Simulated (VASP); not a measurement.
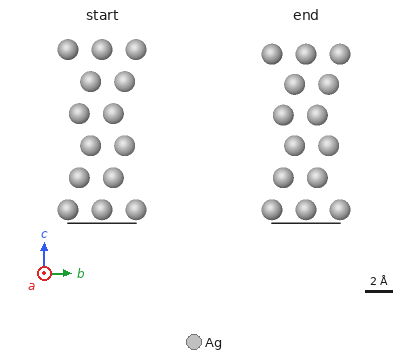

The structure of a slab of composition Ag before (left) and after (right) a relaxation, at one scale.

A spheres-only model of the 2 × 2 repeat of the cell, outlined in the plane, without the vacuum, seen along the a axis.

The run lets the atoms move in a fixed cell. 3 atoms are held fixed.

All numbers below come from Kohn-Sham DFT of a periodic cell, PBEsol, VASP PAW PBE potentials, recommended in VASP.

The input:
```
SYSTEM = Ag
ALGO = Normal ; DIPOL = 0.5 0.5 0.500
EDIFF = 1E-6 ; EDIFFG = -0.02
ENCUT = 520 ; GGA = PS
IBRION = 2 ; IDIPOL = 3
ISIF = 2 ; ISMEAR = -1
LASPH = .TRUE. ; LCHARG = .FALSE.
LDIPOL = .TRUE. ; LREAL = .FALSE.
LWAVE = .FALSE. ; NELM = 100
NSW = 60 ; PREC = Accurate
SIGMA = 0.05
```

Launched with:
```bash
cat potpaw_PBE.64/Ag/POTCAR > POTCAR
mpirun -np 1 vasp_std > vasp.out
```

Q: What changed between the two?

A: The energy falls by 73.9 meV per cell of the calculation in 14 geometry steps. Largest force component: 0.43 eV/Å at the start, 0.42 eV/Å at the end. An Ag atom moves most: 0.34 Å along the normal (−c). The cell doesn't change. Near-neighbour distances that change, for instance: Ag–Ag 2.942 → 2.830 Å, Ag–Ag 2.945 → 2.855 Å. It ran on 1 thread of Intel(R) Xeon(R) Platinum 8375C CPU @ 2.90GHz (Ice Lake), on a shared host.
